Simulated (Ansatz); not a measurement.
**GeH5NP (doublet): density, localisation and related maps**

The calculation's input:

```
crystal:
  periodic: [false, false, false]
  atoms:
    - {symbol: Ge, position_ang: [0.104407, -0.517758, 0.106487]}
    - {symbol: "N", position_ang: [-1.119445, -0.004537, 1.403307]}
    - {symbol: P, position_ang: [1.638146, 1.153019, -0.521143]}
    - {symbol: H, position_ang: [-0.721397, -0.971134, -1.118421]}
    - {symbol: H, position_ang: [0.891604, -1.704057, 0.699798]}
    - {symbol: H, position_ang: [-0.683936, 0.249365, 2.289854]}
    - {symbol: H, position_ang: [-1.712230, 0.774294, 1.116460]}
    - {symbol: H, position_ang: [0.573870, 2.021567, -0.941142]}
basis:
  gaussian: {orbitals: def2-TZVPD}
total_charge: 0
magnetization: {spin_polarized: true, initial_magnetization: 1}
hamiltonian: {xc: pbe0}
output: {forces: true, orbitals: {seedname: orbitals}}
```

Launched as:

```sh
ansatz run input.yaml --threads 2 --pin off --max-ram 4350MiB --events-out events.jsonl --progress --plain --runs-dir runs
```

Geometry: B3LYP-D3(BJ)/def2-SVP.

Level of theory: Ansatz, isolated molecule in a Gaussian basis; Kohn-Sham density functional theory, functional PBE0.

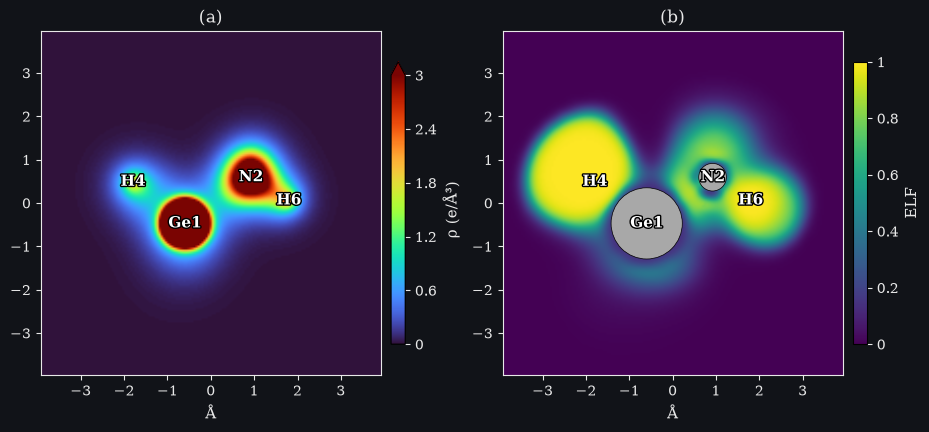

Figure 1. (a) electron density; (b) ELF on the plane of atoms Ge1, N2 and H6. Grey discs cover the atomic cores in the ELF map.

Q: What do the fields say about this system?

A: The plane passes through Ge, N and H nuclei.
Ge–N (1.86 Å): the density is about 0.94 e/Å³ at the midpoint; the ELF peaks at about 0.90 in the valence shell of N, 0.7 Å from its nucleus, and is about 0.50 at the midpoint.
N–H (1.02 Å): ρ at the midpoint is about 2.8 e/Å³; the ELF climbs to about 1 towards the hydrogen, as it does in any bond to H; a covalent bond by its length.
Ge–H (1.55 Å): the density is about 1 e/Å³ at the midpoint; the ELF climbs to about 1 towards the hydrogen.

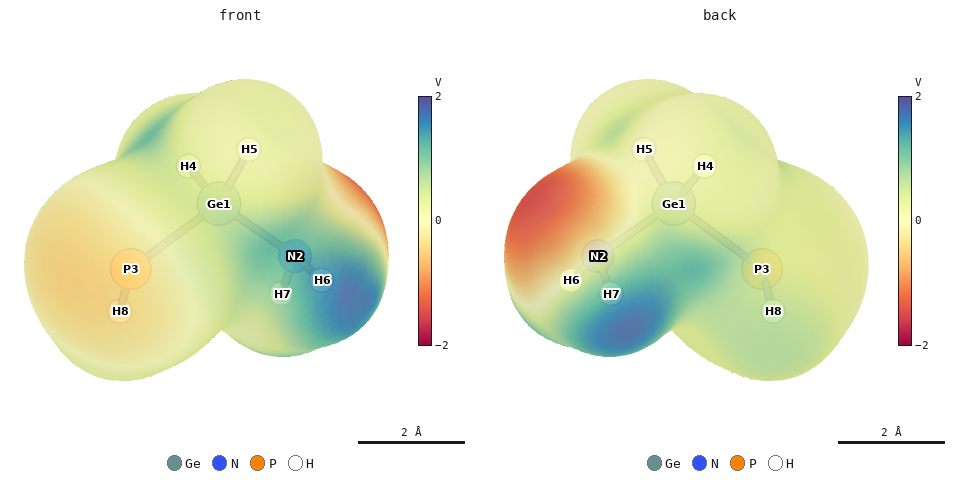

Figure 2. The electrostatic potential painted on the density surface at 0.002 e/bohr³, seen from the front and from behind; red is negative and blue positive.

Q: Which sites attract a positive test charge, and which a negative one?

A: A positive charge is drawn to the negative regions and a negative charge to the positive ones. The most negative region (about −1.5 V) lies over N2, the most positive (about +1.7 V) over H6 and H7. N2 is the likeliest acceptor of a hydrogen bond.

Q: What dipole moment does the calculation give?

A: Its dipole moment is 0.96 D.

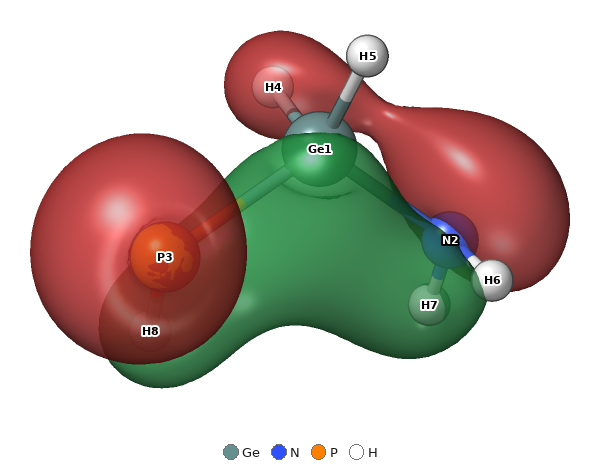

Figure 3. The HOMO−1 (β) at ±0.1 Å⁻³ᐟ² (green and red are the two phases), seen at a tilt.

Q: What is the character of this orbital?

A: Its weight (Hirshfeld) is mainly on P3 (about 35 %), N2 (about 35 %) and Ge1 (about 15 %). Its energy is −8.59 eV.
